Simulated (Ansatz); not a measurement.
**ZrH$_{3}$Cl$_{2}$O$_{2}$: nudged elastic band (part 1 of 2)**

- system: ZrH$_{3}$Cl$_{2}$O$_{2}$, multiplicity 2
- method: UKS PBE0-D4/def2-SVP (Ansatz 0.2.0)

The run did not end well. It belongs to a series of runs on one base structure; here: band between the two ends.

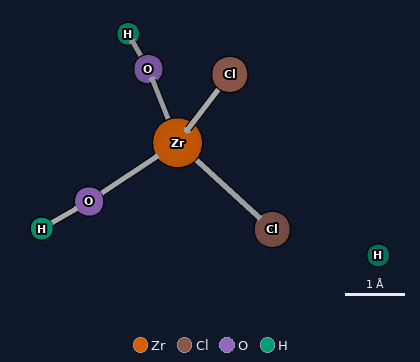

*The structure as given in the input (ball-and-stick view, seen at a tilt). Sticks mark near contacts.*

Bond lengths as drawn: Cl–Zr 2.36 Å, H–O 0.96 Å and O–Zr 1.89 Å.

## Input file
```yaml
crystal:
  periodic: [false, false, false]
  atoms:
    - { symbol: Zr, position_ang: [-0.037812, 0.064853, 0.00415] }
    - { symbol: Cl, position_ang: [0.253216, 0.681452, 2.267851] }
    - { symbol: Cl, position_ang: [2.049294, -0.032291, -1.1013] }
    - { symbol: O, position_ang: [-1.127808, 1.355132, -0.851499] }
    - { symbol: H, position_ang: [-1.736387, 1.943135, -1.298381] }
    - { symbol: O, position_ang: [-0.852111, -1.643255, -0.067901] }
    - { symbol: H, position_ang: [-1.33549, -2.464705, -0.154405] }
    - { symbol: H, position_ang: [-0.148902, -0.60072, 5.365086] }
magnetization:
  spin_polarized: true
  initial_magnetization: 1
basis:
  gaussian: { orbitals: def2-SVP }
hamiltonian:
  xc: pbe0
  dispersion: d4
neb:
  order_check: false
  images: 6
  f_tol: 0.03
  max_iterations: 60
  climbing: false
  final_atoms:
    - { symbol: Zr, position_ang: [-0.1690124, -0.23642992, -0.2412388] }
    - { symbol: Cl, position_ang: [-0.26550844, 0.49656244, 3.36623137] }
    - { symbol: Cl, position_ang: [2.03468999, -0.09536932, 0.73472792] }
    - { symbol: O, position_ang: [-1.12201542, 1.34872013, -0.69287786] }
    - { symbol: H, position_ang: [-1.67917773, 2.10000601, -0.89467131] }
    - { symbol: O, position_ang: [-1.03662373, -1.92516654, -0.39926339] }
    - { symbol: H, position_ang: [-1.56382757, -2.72183558, -0.46008619] }
    - { symbol: H, position_ang: [0.8654753, 0.33711376, 2.75077926] }
  initial_path:
    images:
      - { positions_ang: [[-0.037812, 0.064853, 0.00415], [0.253216, 0.681452, 2.267851], [2.049294, -0.032291, -1.1013], [-1.127808, 1.355132, -0.851499], [-1.736387, 1.943135, -1.298381], [-0.852111, -1.643255, -0.067901], [-1.33549, -2.464705, -0.154405], [-0.148902, -0.60072, 5.365086]] }
      - { positions_ang: [[-0.0275888, 0.0454137, 0.00240794], [0.1830214, 0.49213918, 2.41073602], [2.14133821, -0.02410723, -1.02932051], [-1.08668161, 1.447329, -0.80857334], [-1.79508069, 1.8001979, -1.18984059], [-0.8872045, -1.65954214, -0.2411889], [-1.36124598, -2.37792822, -0.08079125], [-0.10255802, -0.4199012, 5.10017164]] }
      - { positions_ang: [[-0.01736559, 0.02597439, 0.00066587], [0.11282679, 0.30282636, 2.55362104], [2.23338241, -0.01592346, -0.95734102], [-1.04555521, 1.53952601, -0.76564769], [-1.85377439, 1.65726081, -1.08130019], [-0.922298, -1.67582928, -0.4144768], [-1.38700197, -2.29115143, -0.00717749], [-0.05621404, -0.2390824, 4.83525728]] }
      - { positions_ang: [[-0.00714239, 0.00653509, -0.00107619], [0.04263219, 0.11351354, 2.69650605], [2.32542662, -0.00773969, -0.88536153], [-1.00442882, 1.63172301, -0.72272203], [-1.91246808, 1.51432371, -0.97275978], [-0.9573915, -1.69211641, -0.5877647], [-1.41275795, -2.20437465, 0.06643626], [-0.00987007, -0.0582636, 4.57034291]] }
      - { positions_ang: [[-0.02588531, -0.03650533, -0.03613173], [-0.0314713, 0.08710075, 2.85341754], [2.32334033, -0.01675088, -0.62307183], [-1.00360131, 1.63080703, -0.70006186], [-1.90429533, 1.53673386, -0.91508697], [-0.98375047, -1.73238949, -0.63510218], [-1.4453776, -2.24110759, 0.02276752], [0.13504098, 0.07571265, 4.19687052]] }
      - { positions_ang: [[-0.07359434, -0.10314686, -0.10450076], [-0.10948368, 0.22358798, 3.02435548], [2.22712355, -0.04295703, -0.17047191], [-1.04307268, 1.53677806, -0.6976672], [-1.82925613, 1.72449124, -0.90828175], [-1.00137489, -1.79664851, -0.55648925], [-1.48486093, -2.40135025, -0.13818372], [0.37851909, 0.16284636, 3.7148401]] }
      - { positions_ang: [[-0.12130337, -0.16978839, -0.17286978], [-0.18749606, 0.36007521, 3.19529342], [2.13090677, -0.06916317, 0.282128], [-1.08254405, 1.4427491, -0.69527253], [-1.75421693, 1.91224862, -0.90147653], [-1.01899931, -1.86090752, -0.47787632], [-1.52434425, -2.56159291, -0.29913495], [0.62199719, 0.24998006, 3.23280968]] }
      - { positions_ang: [[-0.1690124, -0.23642992, -0.2412388], [-0.26550844, 0.49656244, 3.36623137], [2.03468999, -0.09536932, 0.73472792], [-1.12201542, 1.34872013, -0.69287786], [-1.67917773, 2.10000601, -0.89467131], [-1.03662373, -1.92516654, -0.39926339], [-1.56382757, -2.72183558, -0.46008619], [0.8654753, 0.33711376, 2.75077926]] }
```

Launched with:
```bash
ansatz run input.yaml --threads 4 --pin off --max-ram 5120MiB --backend cpu --events-out ev --progress --plain --runs-dir out
```

## The program's output
```
Engine: ansatz 0.2.0, x86_64-unknown-linux-gnu
Functional definition: PBE0
  parameter a = 0.25
  parameter kappa = 0.804
  parameter beta = 0.06672455060314922
  exchange = (1 - a)*pbe_x(kappa = kappa, mu = beta*pi^2/3) + a*exact_x
  correlation = pbe_c(beta = beta)
1133 factors; integrals over basis functions are off by at most 1.9e-4 eV
mean field evaluation 1: about -30440.7746 eV, gradient 5.1e1 eV
mean field evaluation 2: about -30387.7385 eV, gradient 1.3e2 eV
mean field evaluation 4: about -30450.1022 eV, gradient 5.0e0 eV
mean field evaluation 8: about -30450.2816 eV, gradient 1.8e-1 eV
mean field evaluation 16: about -30450.2819 eV, gradient 7.2e-5 eV
mean field -30450.28187241 eV, -1119.0272188686 hartree, gradient 7.9e-5 eV, S^2 0.750011; 0 other end points of the search recorded, 0 dependent functions left out
the calculation of the forces begins
reference -30450.28194135 eV, -1119.0272214023 hartree; 33, 32 occupied and 77, 78 virtual orbitals, 1133 factors
1137 factors; integrals over basis functions are off by at most 6.6e-4 eV
mean field evaluation 32: about -30449.8372 eV, gradient 3.2e-3 eV
mean field -30449.83715732 eV, -1119.0108758905 hartree, gradient 3.1e-5 eV, S^2 0.752391; 2 other end points of the search recorded, 0 dependent functions left out
[... from here on the field's lines of each further geometry are left out, up to the last ...]
NEB iter   1: max|band force component| = 6.285e1 eV/Å  barrier→ = 11.0692 eV  barrier← = 10.6259 eV  Δτ_max = 0.2000 Å  (367 SCF iters)
NEB iter   2: max|band force component| = 1.772e1 eV/Å  barrier→ = 3.6962 eV  barrier← = 3.2528 eV  Δτ_max = 0.1986 Å  (242 SCF iters)
NEB iter   3: max|band force component| = 9.247e0 eV/Å  barrier→ = 1.6686 eV  barrier← = 1.2253 eV  Δτ_max = 0.1924 Å  (226 SCF iters)
NEB iter   4: max|band force component| = 3.656e0 eV/Å  barrier→ = 0.8217 eV  barrier← = 0.3783 eV  Δτ_max = 0.2000 Å  (233 SCF iters)
NEB iter   5: max|band force component| = 1.422e0 eV/Å  barrier→ = 0.6537 eV  barrier← = 0.2104 eV  Δτ_max = 0.1993 Å  (223 SCF iters)
NEB iter   6: max|band force component| = 8.114e-1 eV/Å  barrier→ = 0.6132 eV  barrier← = 0.1699 eV  Δτ_max = 0.0994 Å  (223 SCF iters)
NEB iter   7: max|band force component| = 6.751e-1 eV/Å  barrier→ = 0.6174 eV  barrier← = 0.1741 eV  Δτ_max = 0.1023 Å  (221 SCF iters)
NEB iter   8: max|band force component| = 1.039e0 eV/Å  barrier→ = 0.6335 eV  barrier← = 0.1901 eV  Δτ_max = 0.0500 Å  (220 SCF iters)
NEB iter   9: max|band force component| = 2.552e-1 eV/Å  barrier→ = 0.6091 eV  barrier← = 0.1658 eV  Δτ_max = 0.0998 Å  (221 SCF iters)
NEB iter  10: max|band force component| = 2.249e-1 eV/Å  barrier→ = 0.6180 eV  barrier← = 0.1747 eV  Δτ_max = 0.0997 Å  (217 SCF iters)
NEB iter  11: max|band force component| = 2.631e-1 eV/Å  barrier→ = 0.6269 eV  barrier← = 0.1836 eV  Δτ_max = 0.0999 Å  (225 SCF iters)
NEB iter  12: max|band force component| = 1.892e-1 eV/Å  barrier→ = 0.6331 eV  barrier← = 0.1898 eV  Δτ_max = 0.1000 Å  (219 SCF iters)
NEB iter  13: max|band force component| = 2.876e-1 eV/Å  barrier→ = 0.6444 eV  barrier← = 0.2010 eV  Δτ_max = 0.0999 Å  (218 SCF iters)
NEB iter  14: max|band force component| = 2.328e-1 eV/Å  barrier→ = 0.6585 eV  barrier← = 0.2152 eV  Δτ_max = 0.1952 Å  (224 SCF iters)
NEB iter  15: max|band force component| = 2.984e-1 eV/Å  barrier→ = 0.6615 eV  barrier← = 0.2182 eV  Δτ_max = 0.2000 Å  (222 SCF iters)
NEB iter  16: max|band force component| = 4.797e-1 eV/Å  barrier→ = 0.6829 eV  barrier← = 0.2395 eV  Δτ_max = 0.1003 Å  (225 SCF iters)
NEB iter  17: max|band force component| = 3.872e-1 eV/Å  barrier→ = 0.6795 eV  barrier← = 0.2362 eV  Δτ_max = 0.1002 Å  (221 SCF iters)
NEB iter  18: max|band force component| = 2.576e-1 eV/Å  barrier→ = 0.6795 eV  barrier← = 0.2362 eV  Δτ_max = 0.1000 Å  (220 SCF iters)
NEB iter  19: max|band force component| = 1.860e-1 eV/Å  barrier→ = 0.6817 eV  barrier← = 0.2384 eV  Δτ_max = 0.2000 Å  (224 SCF iters)
NEB iter  20: max|band force component| = 2.452e-1 eV/Å  barrier→ = 0.6920 eV  barrier← = 0.2487 eV  Δτ_max = 0.2000 Å  (220 SCF iters)
NEB iter  21: max|band force component| = 2.325e-1 eV/Å  barrier→ = 0.7048 eV  barrier← = 0.2615 eV  Δτ_max = 0.2000 Å  (220 SCF iters)
NEB iter  22: max|band force component| = 3.513e-1 eV/Å  barrier→ = 0.7110 eV  barrier← = 0.2677 eV  Δτ_max = 0.2000 Å  (221 SCF iters)
NEB iter  23: max|band force component| = 3.478e-1 eV/Å  barrier→ = 0.7125 eV  barrier← = 0.2692 eV  Δτ_max = 0.2000 Å  (220 SCF iters)
NEB iter  24: max|band force component| = 3.254e-1 eV/Å  barrier→ = 0.7511 eV  barrier← = 0.3077 eV  Δτ_max = 0.2000 Å  (218 SCF iters)
NEB iter  25: max|band force component| = 4.226e-1 eV/Å  barrier→ = 0.7872 eV  barrier← = 0.3439 eV  Δτ_max = 0.2000 Å  (218 SCF iters)
NEB iter  26: max|band force component| = 8.017e-1 eV/Å  barrier→ = 1.0024 eV  barrier← = 0.5591 eV  Δτ_max = 0.1006 Å  (220 SCF iters)
NEB iter  27: max|band force component| = 5.587e-1 eV/Å  barrier→ = 0.9786 eV  barrier← = 0.5353 eV  Δτ_max = 0.1992 Å  (220 SCF iters)
NEB iter  28: max|band force component| = 3.791e-1 eV/Å  barrier→ = 0.9055 eV  barrier← = 0.4622 eV  Δτ_max = 0.1995 Å  (218 SCF iters)
NEB iter  29: max|band force component| = 3.027e-1 eV/Å  barrier→ = 0.8223 eV  barrier← = 0.3790 eV  Δτ_max = 0.1988 Å  (214 SCF iters)
NEB iter  30: max|band force component| = 3.563e-1 eV/Å  barrier→ = 0.7739 eV  barrier← = 0.3305 eV  Δτ_max = 0.1003 Å  (222 SCF iters)
NEB iter  31: max|band force component| = 2.151e-1 eV/Å  barrier→ = 0.7585 eV  barrier← = 0.3152 eV  Δτ_max = 0.1003 Å  (223 SCF iters)
NEB iter  32: max|band force component| = 2.512e-1 eV/Å  barrier→ = 0.7472 eV  barrier← = 0.3039 eV  Δτ_max = 0.0501 Å  (223 SCF iters)
NEB iter  33: max|band force component| = 2.487e-1 eV/Å  barrier→ = 0.7509 eV  barrier← = 0.3076 eV  Δτ_max = 0.0511 Å  (218 SCF iters)
NEB iter  34: max|band force component| = 9.769e-1 eV/Å  barrier→ = 0.7696 eV  barrier← = 0.3263 eV  Δτ_max = 0.0251 Å  (220 SCF iters)
NEB iter  35: max|band force component| = 2.559e-1 eV/Å  barrier→ = 0.7474 eV  barrier← = 0.3041 eV  Δτ_max = 0.0501 Å  (222 SCF iters)
NEB iter  36: max|band force component| = 3.628e-1 eV/Å  barrier→ = 0.7525 eV  barrier← = 0.3092 eV  Δτ_max = 0.1009 Å  (217 SCF iters)
NEB iter  37: max|band force component| = 4.135e-1 eV/Å  barrier→ = 0.7594 eV  barrier← = 0.3161 eV  Δτ_max = 0.0502 Å  (216 SCF iters)
NEB iter  38: max|band force component| = 3.598e-1 eV/Å  barrier→ = 0.7561 eV  barrier← = 0.3128 eV  Δτ_max = 0.0501 Å  (200 SCF iters)
NEB iter  39: max|band force component| = 3.417e-1 eV/Å  barrier→ = 0.7616 eV  barrier← = 0.3182 eV  Δτ_max = 0.1001 Å  (201 SCF iters)
NEB iter  40: max|band force component| = 4.013e-1 eV/Å  barrier→ = 0.7746 eV  barrier← = 0.3313 eV  Δτ_max = 0.2000 Å  (225 SCF iters)
NEB iter  41: max|band force component| = 6.549e-1 eV/Å  barrier→ = 0.8037 eV  barrier← = 0.3603 eV  Δτ_max = 0.2000 Å  (223 SCF iters)
NEB iter  42: max|band force component| = 6.263e-1 eV/Å  barrier→ = 0.7474 eV  barrier← = 0.3041 eV  Δτ_max = 0.2000 Å  (228 SCF iters)
NEB iter  43: max|band force component| = 1.265e0 eV/Å  barrier→ = 0.8687 eV  barrier← = 0.4253 eV  Δτ_max = 0.1003 Å  (231 SCF iters)
NEB iter  44: max|band force component| = 1.081e0 eV/Å  barrier→ = 0.9005 eV  barrier← = 0.4572 eV  Δτ_max = 0.1998 Å  (224 SCF iters)
NEB iter  45: max|band force component| = 1.218e0 eV/Å  barrier→ = 1.0361 eV  barrier← = 0.5927 eV  Δτ_max = 0.2000 Å  (229 SCF iters)
NEB iter  46: max|band force component| = 1.194e0 eV/Å  barrier→ = 1.2607 eV  barrier← = 0.8174 eV  Δτ_max = 0.2000 Å  (231 SCF iters)
NEB iter  47: max|band force component| = 1.834e0 eV/Å  barrier→ = 2.1323 eV  barrier← = 1.6890 eV  Δτ_max = 0.1011 Å  (232 SCF iters)
NEB iter  48: max|band force component| = 1.328e0 eV/Å  barrier→ = 1.9607 eV  barrier← = 1.5174 eV  Δτ_max = 0.2000 Å  (230 SCF iters)
NEB iter  49: max|band force component| = 7.462e-1 eV/Å  barrier→ = 1.6904 eV  barrier← = 1.2470 eV  Δτ_max = 0.2000 Å  (222 SCF iters)
NEB iter  50: max|band force component| = 1.297e0 eV/Å  barrier→ = 1.4208 eV  barrier← = 0.9775 eV  Δτ_max = 0.1004 Å  (217 SCF iters)
NEB iter  51: max|band force component| = 8.922e-1 eV/Å  barrier→ = 1.2575 eV  barrier← = 0.8142 eV  Δτ_max = 0.0987 Å  (214 SCF iters)
NEB iter  52: max|band force component| = 9.508e-1 eV/Å  barrier→ = 1.1098 eV  barrier← = 0.6665 eV  Δτ_max = 0.2000 Å  (199 SCF iters)
NEB iter  53: max|band force component| = 1.012e0 eV/Å  barrier→ = 0.8698 eV  barrier← = 0.4264 eV  Δτ_max = 0.2000 Å  (217 SCF iters)
NEB iter  54: max|band force component| = 7.676e-1 eV/Å  barrier→ = 0.7745 eV  barrier← = 0.3311 eV  Δτ_max = 0.2000 Å  (205 SCF iters)
NEB iter  55: max|band force component| = 7.464e-1 eV/Å  barrier→ = 0.5966 eV  barrier← = 0.1533 eV  Δτ_max = 0.2000 Å  (220 SCF iters)
NEB iter  56: max|band force component| = 5.443e-1 eV/Å  barrier→ = 0.5680 eV  barrier← = 0.1247 eV  Δτ_max = 0.1988 Å  (222 SCF iters)
NEB iter  57: max|band force component| = 5.871e-1 eV/Å  barrier→ = 0.5674 eV  barrier← = 0.1241 eV  Δτ_max = 0.1996 Å  (221 SCF iters)
NEB iter  58: max|band force component| = 3.835e-1 eV/Å  barrier→ = 0.5681 eV  barrier← = 0.1248 eV  Δτ_max = 0.1929 Å  (216 SCF iters)
NEB iter  59: max|band force component| = 3.405e-1 eV/Å  barrier→ = 0.5670 eV  barrier← = 0.1237 eV  Δτ_max = 0.1954 Å  (215 SCF iters)
the calculation of the forces begins
reference -30449.79744556 eV, -1119.0094165105 hartree; 33, 32 occupied and 77, 78 virtual orbitals, 1135 factors
these checks for a lower state are left out or cut short: starts, cluster_reference, orbital_swaps, neighbouring_geometries, increment
1137 factors; integrals over basis functions are off by at most 7.5e-4 eV
mean field evaluation 2752: about -30449.6871 eV, gradient 1.2e-1 eV
mean field -30449.72619597 eV, -1119.0067981361 hartree, gradient 1.8e-5 eV, S^2 0.752467; 0 other end points of the search recorded, 0 dependent functions left out
the calculation of the forces begins
reference -30449.72625787 eV, -1119.0068004108 hartree; 33, 32 occupied and 77, 78 virtual orbitals, 1137 factors
NEB iter  60: max|band force component| = 7.383e-1 eV/Å  barrier→ = 0.5654 eV  barrier← = 0.1221 eV  Δτ_max = 0.1010 Å  (214 SCF iters)
```
